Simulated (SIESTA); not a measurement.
Band structure of GaNi (Pm-3m, 2 atoms in the cell).

```yaml
crystal:
  lattice:
    - [2.88305, 0.00000, 0.00000]
    - [0.00000, 2.88305, 0.00000]
    - [0.00000, 0.00000, 2.88305]
  atoms:
    - { symbol: Ga, position: [0.00000, 0.00000, 0.00000] }
    - { symbol: Ni, position: [0.50000, 0.50000, 0.50000] }
```

Method of the run: GGA PBEsol, numerical atomic orbitals DZP, PseudoDojo PBEsol standard norm-conserving potentials (rewritten from UPF to PSML) run with SIESTA.

Settings: XC.functional = GGA; XC.authors = PBEsol; potentials = PseudoDojo PBEsol standard; PAO.BasisSize = DZP; PAO.EnergyShift = 0.01 Ry; MeshCutoff = 400 Ry; kgrid.MonkhorstPack = 9 9 9; OccupationFunction = MP; OccupationMPOrder = 0; ElectronicTemperature = 136 meV; MaxSCFIterations = 150; SCF.Mixer.Method = Broyden; SCF.Mixer.Weight = 0.25; SCF.Mixer.History = 8.

The starting cell comes from a database of computed structures (which also holds hypothetical and non-ambient phases and stackings), without a prior relaxation at this level. Its lattice was rescaled by a random factor within 2.5 % of one. Spin polarisation is off. Values carry the incompleteness of an atom-centred basis.

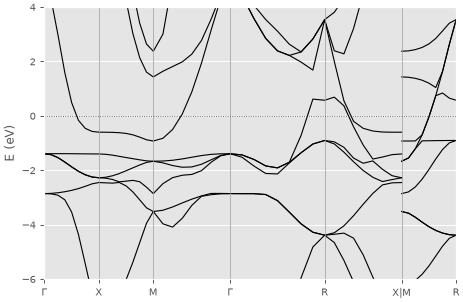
Fig. 1. Bands along the path, energies from the Fermi level.

Levels in eV from the Fermi level, bands 12 to 17:
| point | 12 | 13 | 14 | 15 | 16 | 17 |
|---|---|---|---|---|---|---|
| Γ | -2.86 | -1.39 | -1.39 | -1.39 | 4.87 | 4.87 |
| X | -2.45 | -2.27 | -2.27 | -1.40 | -0.60 | 10.12 |
| M | -3.52 | -2.86 | -1.67 | -1.67 | -0.92 | 1.43 |
| R | -4.39 | -0.90 | -0.90 | 0.57 | 3.54 | 3.54 |

Bands cross the Fermi level along this path, so the cell is metallic at this level.

Higher empty bands are left out: an atom-centred basis made for the valence describes them poorly.
